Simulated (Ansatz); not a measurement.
# What CaHfSe3 (model cell, started as cubic perovskite with Hf in the octahedra) distorts into, part 2 of 2

Which phase does CaHfSe3 (model cell, started as cubic perovskite with Hf in the octahedra) fall into along its unstable mode, and how much energy does it gain?

Ansatz 0.2.0; DFT LDA, scalar-relativistic, plane waves, PAW; PAW set soft_1.

So far, highest frequency on the path or at a solved wavevector (cm⁻¹): step 2 (the dispersion) 302. Also lowest frequency on the path (cm⁻¹): step 2 -119.

The structure was built from a prototype and need not be the compound's stable phase.

**6. Relaxing from the distorted cell**

Starting from the lowest point found, all atoms and the cell are let go, so that strain and other modes of the same symmetry can join in.

Input file input.yaml:

```yaml
crystal:
  lattice:
    - [5.0745860677, 0.0, 0.0]
    - [0.0, 5.0745860677, 0.0]
    - [0.0, 0.0, 5.0745860677]
  atoms:
    - { symbol: Ca, position: [0.0, 0.0836056504, 0.0836056504] }
    - { symbol: Hf, position: [0.5, 0.5012633153, 0.5012633153] }
    - { symbol: Se, position: [0.5, 0.4800896263, -0.0054646276] }
    - { symbol: Se, position: [0.5, -0.0054646276, 0.4800896263] }
    - { symbol: Se, position: [0.0, 0.4800896263, 0.4800896263] }
kpoints:
  mp_grid: { grid: [8, 8, 8] }
hamiltonian:
  xc: lda
  pseudopotentials: { kind: paw, azcp: { folder: soft_1 }, xc_functional: pbe }
scf:
  occupations: { method: methfessel_paxton, width: 0.2 }
output:
  forces: true
  stress: true
  eigenvalues: true
relax:
  adjacent_minimum: "off"
  f_tol: 0.002
  max_steps: 120
  cell: { stress_tol: 0.03 }
```

On the command line:

```
> ansatz run input.yaml --threads 4 --pin off --max-ram 16384MiB --backend cpu --events-out ev --progress --plain --runs-dir out
```

Numbers of over 12 decimals in the logs are rounded to 6 here.

Log:

```text
[...]
Crystal: 5 atoms, lattice volume = 130.678 Å³
Basis set: ecut = 420 eV, 2517 PW (Γ)
Bands: 51, of which v1, the nominal top of the filled ones, is band 42 counted from 1 (41 counted from 0)
Symmetry: 4 space group operations
[...]
k-points: 105 of 512 (time reversal used)
[...]
SCF iter   1: F=—  HF=-33412.322017 eV  |F-HF|=—  |Δ(HF+E_count)|=         —  Δρ=1.01e-1  dr2=3.03e1  ethr=3.10e-3  ⟨swp⟩=8.3  Hψ=21322  notcnv=0
[...]
SCF iter  10: F=-33406.314538 eV  HF=-33406.314538 eV  |F-HF|=3.23e-8  |Δ(HF+E_count)|=   3.92e-8  S|Δr|=    0.00e0  Δρ=5.19e-6  dr2=7.54e-8  ethr=1.19e-10  ⟨swp⟩=12.3  Hψ=31986  notcnv=0
SCF 1 converged in 10 iterations: F = -33406.314538 eV  dr2 = 7.54e-8
[...]
relax step   1: F+E_penalty+E_count = -33406.31453836 eV  Δ(F+E_penalty+E_count) = +0.000e0 eV  max|allowed force component| = 2.637e-1 eV/Å  Δτ_max = 0.0000 Å  P = +1.399 GPa  Ω = 130.678 Å³  (10 SCF iters, dr2 threshold 1.00e-7 eV, accepted)
Crystal: 5 atoms, lattice volume = 137.400 Å³
Basis set: ecut = 420 eV, 2707 PW (Γ)
[...]
SCF iter  10: F=-33406.469676 eV  HF=-33406.469676 eV  |F-HF|=2.75e-7  |Δ(HF+E_count)|=   3.56e-7  S|Δr|=    0.00e0  Δρ=1.10e-5  dr2=3.02e-7  ethr=5.95e-10  ⟨swp⟩=6.2  Hψ=31286  notcnv=0
SCF 2 converged in 10 iterations: F = -33406.469676 eV  dr2 = 3.02e-7
relax step   2: F+E_penalty+E_count = -33406.46967581 eV  Δ(F+E_penalty+E_count) = -1.551e-1 eV  max|allowed force component| = 2.116e-1 eV/Å  Δτ_max = 0.1949 Å  P = -1.349 GPa  Ω = 137.400 Å³  energy of the carried Pulay correction = -9.733e-4 eV  (10 SCF iters, dr2 threshold 5.00e-7 eV, accepted)
Crystal: 5 atoms, lattice volume = 134.577 Å³
Basis set: ecut = 420 eV, 2639 PW (Γ)
[...]
SCF iter   8: F=-33406.484992 eV  HF=-33406.484992 eV  |F-HF|=7.78e-8  |Δ(HF+E_count)|=   2.58e-6  S|Δr|=    0.00e0  Δρ=1.60e-5  dr2=1.65e-7  ethr=5.95e-10  ⟨swp⟩=9.0  Hψ=36152  notcnv=0
SCF 3 converged in 8 iterations: F = -33406.484992 eV  dr2 = 1.65e-7
relax step   3: F+E_penalty+E_count = -33406.48499163 eV  Δ(F+E_penalty+E_count) = -1.532e-2 eV  max|allowed force component| = 3.238e-1 eV/Å  Δτ_max = 0.1934 Å  P = +1.160 GPa  Ω = 134.577 Å³  energy of the carried Pulay correction = -5.705e-4 eV  (8 SCF iters, dr2 threshold 5.00e-7 eV, accepted)
[...]
relax step   4: F+E_penalty+E_count = -33406.52007254 eV  Δ(F+E_penalty+E_count) = -3.508e-2 eV  max|allowed force component| = 3.519e-1 eV/Å  Δτ_max = 0.0807 Å  P = -0.104 GPa  Ω = 136.093 Å³  energy of the carried Pulay correction = -7.879e-4 eV  (8 SCF iters, dr2 threshold 5.00e-7 eV, accepted)
[...]
relax step   5: F+E_penalty+E_count = -33406.53212144 eV  Δ(F+E_penalty+E_count) = -1.205e-2 eV  max|allowed force component| = 5.995e-2 eV/Å  Δτ_max = 0.0466 Å  P = +0.084 GPa  Ω = 135.367 Å³  energy of the carried Pulay correction = -6.840e-4 eV  (7 SCF iters, dr2 threshold 5.00e-7 eV, accepted)
[...]
relax step   6: F+E_penalty+E_count = -33406.53355234 eV  Δ(F+E_penalty+E_count) = -1.431e-3 eV  max|allowed force component| = 2.652e-2 eV/Å  Δτ_max = 0.0254 Å  P = +0.034 GPa  Ω = 135.196 Å³  energy of the carried Pulay correction = -6.596e-4 eV  (7 SCF iters, dr2 threshold 2.25e-7 eV, accepted)
[...]
relax step   7: F+E_penalty+E_count = -33406.53373324 eV  Δ(F+E_penalty+E_count) = -1.809e-4 eV  max|allowed force component| = 5.051e-3 eV/Å  Δτ_max = 0.0019 Å  P = -0.015 GPa  Ω = 135.334 Å³  energy of the carried Pulay correction = -6.794e-4 eV  (6 SCF iters, dr2 threshold 5.15e-8 eV, accepted)
[...]
relax step   8: F+E_penalty+E_count = -33406.53374519 eV  Δ(F+E_penalty+E_count) = -1.194e-5 eV  max|allowed force component| = 1.580e-3 eV/Å  Δτ_max = 0.0007 Å  P = +0.003 GPa  Ω = 135.301 Å³  energy of the carried Pulay correction = -6.746e-4 eV  (6 SCF iters, dr2 threshold 2.87e-9 eV, accepted)
[...]
SCF iter   7: F=-33406.534466 eV  HF=-33406.534466 eV  |F-HF|=2.91e-11  |Δ(HF+E_count)|=  2.91e-11  S|Δr|=    0.00e0  Δρ=1.03e-7  dr2=7.51e-12  ethr=1.00e-12  ⟨swp⟩=6.5  Hψ=29048  notcnv=0
SCF 9 converged in 7 iterations: F = -33406.534466 eV  dr2 = 7.51e-12
[...]
relax step   9: F+E_penalty+E_count = -33406.53446631 eV  Δ(F+E_penalty+E_count) = -7.211e-4 eV  max|allowed force component| = 1.388e-3 eV/Å  Δτ_max = 0.0000 Å  P = +0.004 GPa  Ω = 135.301 Å³  stress off target by 5.72e-3 GPa  SCF on the basis re-selected at this cell (its energy is not comparable with the rows above)  (7 SCF iters)
basis re-selected at this cell: Δ(F+E_penalty+E_count) = -7.211e-4 eV, ΔP = +0.000 GPa vs the last step (what re-selecting the basis moved, of the pressure what is left beyond the Pulay correction that the steps carried, after the strain that the cell walked since its last selection, with what the two solves' SCF thresholds leave and, on support functions, any second-order correction that the steps lacked; it is no m [...]
SCF converged after 7 iterations
[...]
Free energy (F): -33406.534466 eV
[...]
Internal energy: -33406.534474 eV  (E = F + TS)
E sigma→0 (E₀):  -33406.534468 eV
Entropy (-TS):   0.000008 eV (0.002 meV/atom)
Fermi energy:    8.352171 eV
[...]
--- Forces (eV/Å), atoms counted from 1 ---
  atom   1  Ca    -0.00000000    -0.00081587    -0.00081587
  atom   2  Hf     0.00000000     0.00138771     0.00138771
  atom   3  Se     0.00000000    -0.00004158    -0.00122193
  atom   4  Se    -0.00000000    -0.00122193    -0.00004158
  atom   5  Se    -0.00000000     0.00068864     0.00068864
  max |Σ_I F_I| component: 3.03e-6 eV/Å
--- Stress (GPa, compression-positive) ---
        0.003902       0.000000       0.000000
        0.000000       0.003651       0.002074
        0.000000       0.002074       0.003651
  P = ⅓ Tr σ = 0.0037 GPa (0.037 kbar)
--- Band table (eV; the first three rows and the last of 105) ---
  k-point 0: bands = [... 38 lower, 6.9368, 7.0022, 7.3210, 7.9350, 8.4973, 8.6235, 9.3279, 9.8006, ... 5 higher]
  k-point 1: bands = [... 38 lower, 6.7057, 7.0421, 7.2671, 7.6813, 8.3932, 9.0496, 9.3693, 10.0073, ... 5 higher]
  k-point 2: bands = [... 38 lower, 6.2337, 6.7719, 7.2157, 7.4768, 8.3740, 9.7406, 9.8483, 10.5346, ... 5 higher]
  k-point 104: bands = [... 38 lower, 4.5501, 7.3835, 8.2398, 8.2951, 10.3124, 10.7957, 10.9179, 11.3857, ... 5 higher]
--- Relaxed structure (8 steps of the walk, 8 accepted, 1 SCFs on fresh bases) ---
  F+E_penalty+E_count = -33406.53446631 eV   max|allowed force component| = 1.388e-3 eV/Å   (the final SCF, on the basis selected at the relaxed cell)
  cell:  # Å, volume = 135.3013 Å³
    - [5.072947, 0, 0]
    - [0, 5.165918, 0.124782]
    - [0, 0.124782, 5.165918]
  atoms:
    - { symbol: Ca, position: [0, 0.126705, 0.126705] }
    - { symbol: Hf, position: [0.500000, 0.486878, 0.486878] }
    - { symbol: Se, position: [0.500000, 0.435688, -0.018085] }
    - { symbol: Se, position: [0.500000, -0.018085, 0.435688] }
    - { symbol: Se, position: [0, 0.508398, 0.508398] }
```

Wall time 3.4 min (4 threads of Arm Neoverse V2, shared host); peak memory 0.81 GiB; 13 min of CPU time.

Step by step:

| step | energy less that of the first step (eV) | largest force component (eV/Å) | pressure (GPa) | volume (Å³) |
| --- | --- | --- | --- | --- |
| 1 | 0.0000 | 0.2637 | 1.40 | 130.68 |
| 2 | -0.1551 | 0.2116 | -1.35 | 137.40 |
| 3 | -0.1705 | 0.3238 | 1.16 | 134.58 |
| 4 | -0.2055 | 0.3519 | -0.10 | 136.09 |
| 5 | -0.2176 | 0.0600 | 0.08 | 135.37 |
| 6 | -0.2190 | 0.0265 | 0.03 | 135.20 |
| 7 | -0.2192 | 0.0051 | -0.01 | 135.33 |
| 8 | -0.2192 | 0.0016 | 0.00 | 135.30 |
| 9* | -0.2199 | 0.0014 | 0.00 | 135.30 |

Relaxation steps marked * repeat the geometry before them on a plane-wave basis chosen anew for their cell, so energy and pressure can jump there.

The run keeps the 4 symmetry operations that it works with, so distortions that break them were not tested.

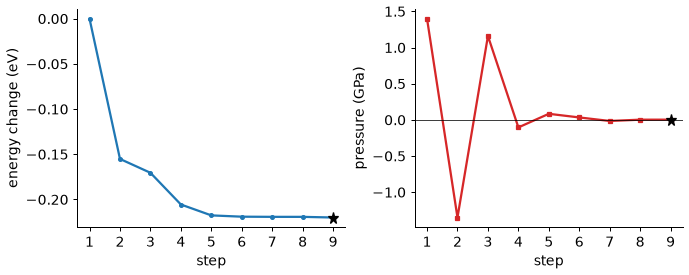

Energy and pressure along the relaxation. Stars mark steps on a basis chosen anew.

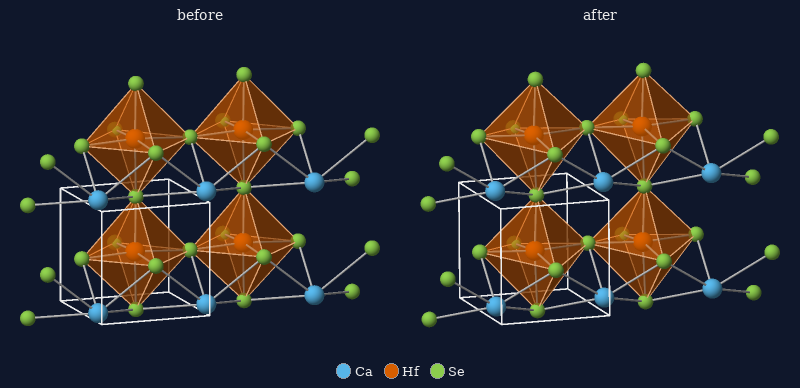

Before and after, at one scale.

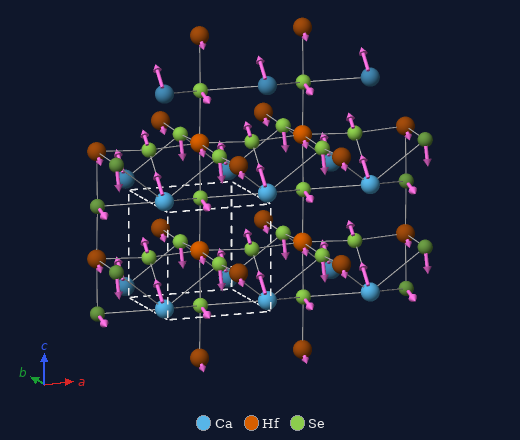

Displacements in the relaxation, exaggerated, measured against the changing cell; the longest in the cell stands for 0.32 Å. 2×1×2 cells are drawn. Some periodic images of atoms are drawn too.

| conventional cell, symmetrised | before | after | change |
| --- | --- | --- | --- |
| a (Å) | 5.075 | 5.073 | -0.0 % |
| b (Å) | 7.177 | 7.129 | -0.7 % |
| c (Å) | 7.177 | 7.482 | +4.3 % |
| volume (Å³/atom) | 26.14 | 27.06 | +3.5 % |

The atoms that moved most (Å, as changes of fractional coordinates times the final cell):

| atom | dx | dy | dz | length |
| --- | --- | --- | --- | --- |
| Ca1 | 0.000 | 0.228 | 0.228 | 0.322 |
| Se4 | 0.000 | -0.071 | -0.231 | 0.242 |
| Se3 | 0.000 | -0.231 | -0.071 | 0.242 |
| Se5 | 0.000 | 0.150 | 0.150 | 0.212 |
| Hf2 | 0.000 | -0.076 | -0.076 | 0.108 |

Final coordinates:

```cif
data_structure
_symmetry_space_group_name_H-M 'P 1'
_symmetry_Int_Tables_number 1
_cell_length_a 5.0729
_cell_length_b 5.1674
_cell_length_c 5.1674
_cell_angle_alpha 87.233
_cell_angle_beta 90.000
_cell_angle_gamma 90.000
_cell_volume 135.30
loop_
_atom_site_label
_atom_site_type_symbol
_atom_site_fract_x
_atom_site_fract_y
_atom_site_fract_z
_atom_site_occupancy
Ca1 Ca 0.00000 0.12671 0.12671 1
Hf2 Hf 0.50000 0.48688 0.48688 1
Se3 Se 0.50000 0.43569 0.98191 1
Se4 Se 0.50000 0.98191 0.43569 1
Se5 Se 0.00000 0.50840 0.50840 1
```

This step gave:

| Item | Value |
| --- | --- |
| pressure | 0.003735 GPa |
| volume per atom | 27.06 Å³ |
| gap on the k-mesh | 0 eV |

The distorted start has space group Amm2; the relaxation ends in Amm2.

**7. The new phase in its own primitive cell**

The relaxed structure is symmetrised, reduced to its primitive cell and relaxed tightly, as its phonons need.

input.yaml, the sections that differ from step 6:

```yaml
crystal:
  lattice:
    - [5.0729467828, 0.0, 0.0]
    - [0.0, 3.564621533, 3.7410904408]
    - [0.0, -3.564621533, 3.7410904408]
  atoms:
    - { symbol: Ca, position: [0.0, 0.1267050673, 0.1267050673] }
    - { symbol: Hf, position: [0.5, 0.4868780083, 0.4868780083] }
    - { symbol: Se, position: [0.5, 0.4356876826, 0.9819147738] }
    - { symbol: Se, position: [0.5, 0.9819147738, 0.4356876826] }
    - { symbol: Se, position: [0.0, 0.5083980587, 0.5083980587] }
relax:
  adjacent_minimum: "off"
  f_tol: 0.001
  max_steps: 60
  cell: { stress_tol: 0.01 }
# kpoints, hamiltonian, scf, output: as in step 6
```

Log:

```text
[...]
Crystal: 5 atoms, lattice volume = 135.301 Å³
Basis set: ecut = 420 eV, 2623 PW (Γ)
Bands: 51, of which v1, the nominal top of the filled ones, is band 42 counted from 1 (41 counted from 0)
Symmetry: 4 space group operations
[...]
k-points: 105 of 512 (time reversal used)
[...]
cell:  # Å, volume = 135.3110 Å³
    - [5.073039, 0, 0]
    - [0, 3.564728, 3.741180]
    - [0, -3.564728, 3.741180]
  atoms:
    - { symbol: Ca, position: [0, 0.126679, 0.126679] }
    - { symbol: Hf, position: [0.5, 0.486902, 0.486902] }
    - { symbol: Se, position: [0.5, 0.435679, 0.981906] }
    - { symbol: Se, position: [0.5, 0.981906, 0.435679] }
    - { symbol: Se, position: [0, 0.508418, 0.508418] }
[key lines of the parts left out:]
SCF converged after 7 iterations
Free energy (F): -33406.534466 eV
Fermi energy:    8.351287 eV
P = ⅓ Tr σ = -0.0024 GPa (-0.024 kbar)
```

The job ended after 70 s (4 threads; peak memory 0.81 GiB).

Little changed from the start: no atom moved by 0.005 Å and no cell edge by 0.1 %.

Numbers from this step:

| Property | Result |
| --- | --- |
| pressure | -0.002418 GPa |

The largest force component left is 0.48 meV/Å and the pressure is -0.002 GPa, within the tolerances set. The cell now holds 27.06 Å³/atom.

**8. Modes of the new phase**

A relaxed structure may still be a saddle point, so its zone-centre modes are computed. No field response is asked, since the mesh shows no gap.

input.yaml, the sections that differ from step 7:

```yaml
crystal:
  lattice:
    - [5.0730394316, 0.0, 0.0]
    - [0.0, 3.5647280292, 3.7411798703]
    - [0.0, -3.5647280292, 3.7411798703]
  atoms:
    - { symbol: Ca, position: [0.0, 0.1266792902, 0.1266792902] }
    - { symbol: Hf, position: [0.5, 0.4869017715, 0.4869017715] }
    - { symbol: Se, position: [0.5, 0.4356786247, 0.9819055813] }
    - { symbol: Se, position: [0.5, 0.9819055813, 0.4356786247] }
    - { symbol: Se, position: [0.0, 0.5084183231, 0.5084183231] }
output:
  eigenvalues: true
phonons:
  method: dfpt
# kpoints, hamiltonian, scf: as in step 7
# relax: removed
```

Log:

```text
zone centre: on kpoints.mp_grid the ground state, and the responses unless they are solved on pairs of k-points, stand on 170 of the mesh's 512 k-points, reduced under 2 symmetry operations, with k and −k counted as one. Each operation leaves every solved displacement unchanged or reverses it
[...]
Crystal: 5 atoms, lattice volume = 135.311 Å³
Basis set: ecut = 420 eV, 2623 PW (Γ), exchange–correlation on 72×72×72 points (8 copies of the dense FFT grid, shifted against one another)
Bands: 51, of which v1, the nominal top of the filled ones, is band 42 counted from 1 (41 counted from 0)
Symmetry: 4 space group operations
k-points: 170 of 512 (irreducible under 2 space group operations, time reversal used)
[...]
SCF iter   1: F=—  HF=-33412.780393 eV  |F-HF|=—  |Δ(HF+E_count)|=         —  Δρ=1.01e-1  dr2=3.16e1  ethr=3.10e-3  ⟨swp⟩=8.0  Hψ=34122  notcnv=0
[...]
SCF iter  16: F=-33406.534469 eV  HF=-33406.534469 eV  |F-HF|=1.46e-11  |Δ(HF+E_count)|=  7.28e-12  S|Δr|=    0.00e0  Δρ=1.60e-8  dr2=4.36e-13  ethr=1.00e-12  ⟨swp⟩=6.3  Hψ=43941  notcnv=0
SCF 1 converged in 16 iterations: F = -33406.534469 eV  dr2 = 4.36e-13
[...]
DFPT response loops at Γ: preconditioner auto → none (partly filled bands, converged f_vac=0.157); β = 0.50; Broyden in place of MSR1
SCF converged after 16 iterations
[...]
Free energy (F): -33406.534469 eV
[...]
Internal energy: -33406.534480 eV  (E = F + TS)
E sigma→0 (E₀):  -33406.534472 eV
Entropy (-TS):   0.000011 eV (0.002 meV/atom)
Fermi energy:    8.351287 eV
[...]
--- Band table (eV; the first three rows and the last of 170) ---
  k-point 0: bands = [... 38 lower, 6.9355, 7.0013, 7.3204, 7.9337, 8.4965, 8.6230, 9.3278, 9.7995, ... 5 higher]
  k-point 1: bands = [... 38 lower, 6.7046, 7.0413, 7.2665, 7.6803, 8.3925, 9.0489, 9.3689, 10.0062, ... 5 higher]
  k-point 2: bands = [... 38 lower, 6.2329, 6.7711, 7.2150, 7.4759, 8.3733, 9.7398, 9.8476, 10.5335, ... 5 higher]
  k-point 169: bands = [... 38 lower, 4.5498, 7.3827, 8.2389, 8.2941, 10.3116, 10.7946, 10.9170, 11.3846, ... 5 higher]
--- Phonons (Γ-DFPT): 12 representative perturbations + reference, on 170 of 512 k-points (Σ response iterations 48) ---
  k mesh reduced under 2 symmetry operations, with k and −k counted as one. Each operation leaves every solved displacement unchanged or reverses it
  ASR residual: 1.034e-4 → 0.000e0 eV/Å²; symmetrization residual: 7.415e-6 eV/Å²
  ASR residual per site (eV/Å²): 3.65e-5 1.37e-5 8.68e-5 8.68e-5 1.03e-4
[...]
non-analytic LO–TO correction: not included (Born effective charges unavailable; polar crystals: no LO–TO splitting at Γ)
```

Run time: 8.4 min. Hardware: 4 threads; peak memory 3.4 GiB.

Numbers from this step:

| Property | Result |
| --- | --- |
| sum-rule residual before enforcement | 1.03e-4 eV/Å² |
| point group | mm2 |
| highest optical mode at the zone centre (no LO-TO term) | 243.0 cm⁻¹ |
| lowest optical zone-centre mode | -65.64 cm⁻¹ |

Patterns of degenerate modes are one choice out of their space. The modes at Γ (shares of kinetic energy by element, %) (negative means imaginary):

| mode | frequency (cm⁻¹) | symmetry | Ca % | Hf % | Se % |
| --- | --- | --- | --- | --- | --- |
| 1 | -65.6 | B2 | 33 | 0 | 67 |
| 2 | -33.4 | B2 | 1 | 48 | 51 |
| 3 | 0.0 | acoustic | 9 | 39 | 52 |
| 4 | 0.0 | acoustic | 9 | 39 | 52 |
| 5 | 0.0 | acoustic | 9 | 39 | 52 |
| 6 | 48.3 | B1 | 6 | 47 | 47 |
| 7 | 62.3 | A2 | 0 | 0 | 100 |
| 8 | 64.8 | A1 | 9 | 47 | 44 |
| 9 | 71.7 | B2 | 57 | 2 | 41 |
| 10 | 85.0 | A1 | 4 | 3 | 93 |
| 11 | 124.4 | B1 | 85 | 0 | 15 |
| 12 | 168.9 | A1 | 79 | 0 | 21 |
| 13 | 205.1 | B2 | 0 | 11 | 89 |
| 14 | 234.9 | A1 | 0 | 11 | 89 |
| 15 | 243.0 | B1 | 0 | 14 | 86 |

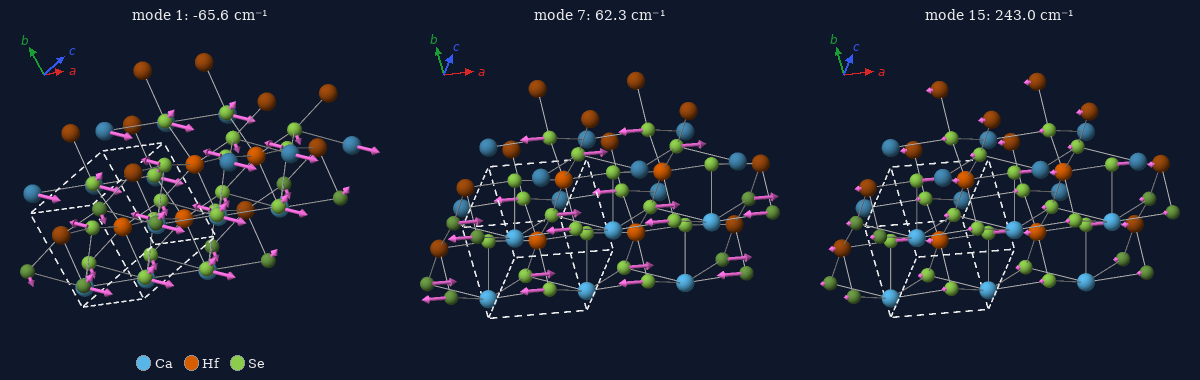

Displacement patterns of modes 1, 7 and 15 at Γ; arrows are exaggerated. 2×1×2 cells are drawn. Some periodic images of atoms are drawn too.

Before it was imposed, the acoustic sum rule was missed by 1.0e-4 eV/Å². Small misses are needed for a sound result but don't prove that mesh and cutoff are converged. The lowest optical mode is imaginary, 65.6i cm⁻¹, so the energy falls along it.

**9. Outcome**

| Item | Value |
| --- | --- |
| unstable mode of the parent | q = (0, 0, 0), 119i cm⁻¹ |
| depth at the lowest point sampled | 57.3 meV/atom |
| largest atomic shift at that point | 0.6 Å |
| space group reached (within 0.01 Å) | Amm2 |
| energy gained over the parent (first relaxation, on the mesh of the frozen mode) | 101 meV/atom |
| volume per atom, phase reached | 27.1 Å³ |
| lowest optical zone-centre mode, phase reached | -65.6 cm⁻¹ |
| highest optical mode at the zone centre (no LO-TO term), phase reached | 243 cm⁻¹ |

Along this mode the structure falls into Amm2, 101 meV/atom below the parent. At the parent's cell the well is 57.32 meV/atom deep on the steps tried, with its lowest point at a shift of 0.6 Å. That is the last step tried, so the steps alone don't bracket the bottom of the well. Relaxing atoms and cell changes the gain by +43.88 meV/atom against the lowest step (energies at zero smearing). The new phase still has an imaginary mode at the zone centre of its cell, so it is a saddle point on the way to a lower structure. Of the 5 patterns followed to their end from this parent, this one ends 1.64 meV/atom above the lowest, P4mm. Each path keeps the symmetry of its pattern, so a lower phase may lie along a pattern not tried. With no gap, or one that is small against the smearing, the frequencies hang on the k mesh and the smearing, most of all near Kohn anomalies. A semilocal functional can close a gap that the real compound would have, so the metallic treatment may be an artefact of the level. Spin-orbit coupling is left out, which can matter for the heavy elements here. The PAW files were made for PBE and serve the other functionals too. The starting cell was built on a prototype and not taken from a measurement, so the phase need not exist.

[Logs are printed without paths, hosts, clocks, repeated set-up lines and the standing remarks that a program may print on its own settings, such as how far it seeks lower states.]

[Hosts, paths, dates, database ids (printed as entryN), source tags and the programs' standing remarks are cut or masked in the printed files.]
